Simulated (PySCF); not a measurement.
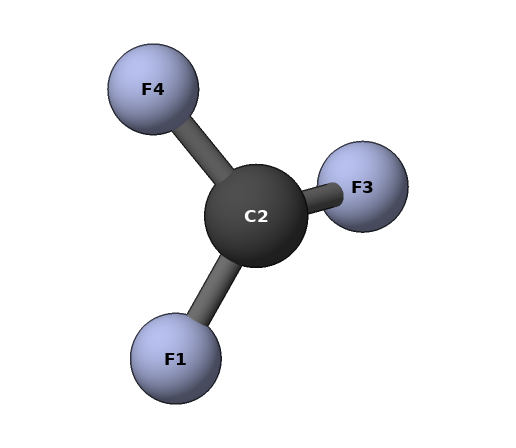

The questions are on Mulliken spin populations. State: neutral, doublet. The computed structure is the end point of a GFN2-xTB optimisation. No frequency run is at hand to confirm it as a minimum. Level of theory: UKS B3LYP, pcH-1 on C F, non-relativistic (PySCF 2.14.0).

List the Mulliken spin populations.

```tsv
atom	value (e)
F1	0.06
C2	0.82
F3	0.06
F4	0.06
```

Mulliken values depend strongly on the basis set.
